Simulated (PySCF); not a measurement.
**CH9ClNOSi3 (SMILES [O][Si](Cl)(C[SiH3])N[SiH3]) (doublet): density, localisation and related maps**

The calculation's input:

```
{"job": {"kind": "epr"}, "charge": 0, "multiplicity": 2}
Si     0.093193    -0.324230     0.881231
N      1.746384    -0.621064     0.460282
Si     2.764499     0.324885    -0.612890
C     -1.074714    -0.132909    -0.536785
Si    -2.862857     0.279349    -0.085929
Cl    -0.517466    -1.919347     2.047929
O      0.286040     1.065285     1.768878
H      2.225543    -1.239683     1.113164
H      1.856833     1.197068    -1.409934
H      3.748820     1.160552     0.135112
H      3.517974    -0.588109    -1.523904
H     -1.068219    -1.068251    -1.122295
H     -0.690924     0.673604    -1.185168
H     -2.908698     1.531070     0.727525
H     -3.469183    -0.835024     0.699294
H     -3.658541     0.485068    -1.334053
```

Command:

```sh
OMP_NUM_THREADS=1 python cluster_run.py task.json out
```

Geometry: PBE0-D3(BJ)/def2-SVP.

Level of theory: PySCF 2.14.0, density-fitted response routines, UKS B3LYP, IGLO-III on C Cl N O Si, pcH-1 on H, non-relativistic, mean-field spin-orbit, GIAO.

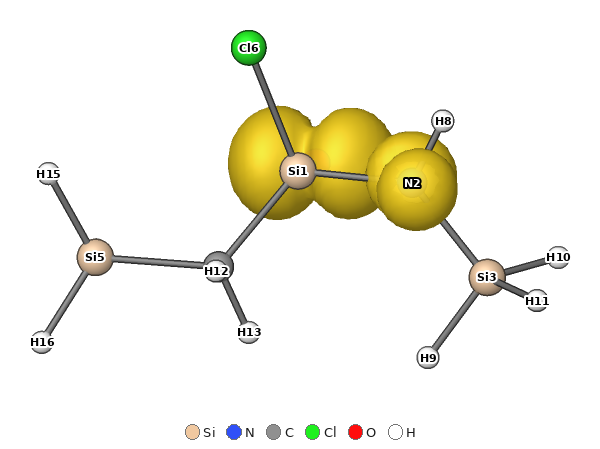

Figure 1. Isosurfaces of the spin density at +0.03 (yellow) and −0.03 e/Å³ (cyan), seen across its widest extent.

> Where is the unpaired spin?

The unpaired spin (1 electron) lies mostly on O7 (about 0.8) and N2 (about 0.2), in electrons by Hirshfeld's partition.

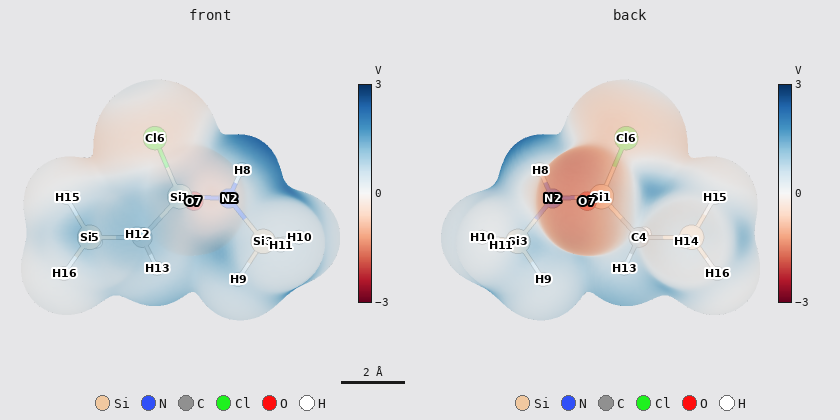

Figure 2. The molecular electrostatic potential painted on the density surface at 0.002 e/bohr³, seen from the front and from behind; the colour scale runs from red (negative) to blue (positive).

> Describe the electrostatic potential map.

The most negative region (about −1.5 V) lies over O7, the most positive (about +2.2 V) over Si3 and H8. Cl6 shows a σ-hole: about +0.2 V at the tip opposite its bond, against about −0.3 V on its flanks. O7 is the likeliest acceptor of a hydrogen bond.

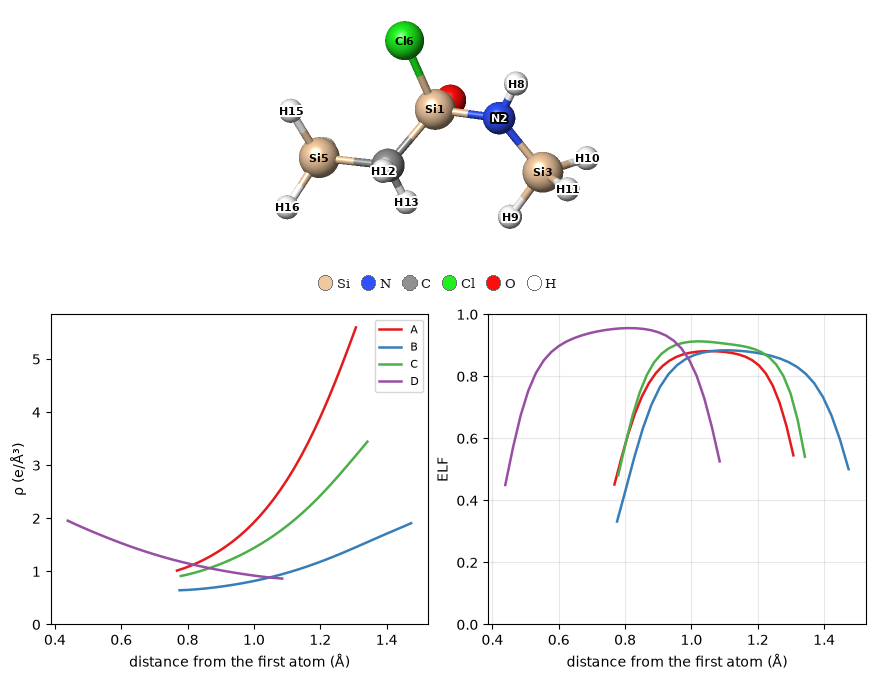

Figure 3. Electron density and ELF along straight lines between neighbouring atoms. The curves leave out the atomic cores. The structure is drawn too.

> Which curve belongs to which contact (C–Si, Si–Cl, Si–N and Si–O)? The first atom named is at distance zero.

Curve A: Si–O (1.66 Å): ρ at the midpoint is about 1.2 e/Å³; the ELF peaks at about 0.90 between the atoms (a shared but strongly polarised pair). Curve B: Si–Cl (2.07 Å): ρ at the midpoint is about 0.87 e/Å³; the ELF peaks at about 0.90 between the atoms: a shared but strongly polarised pair. Curve C: Si–N (1.73 Å): ρ at the midpoint is about 1.1 e/Å³; the ELF peaks at about 0.90 between the atoms; a shared but strongly polarised pair. Curve D: C–Si (1.85 Å): ρ at the midpoint is about 0.99 e/Å³; the ELF peaks at about 0.95 between the atoms: a covalent bond.
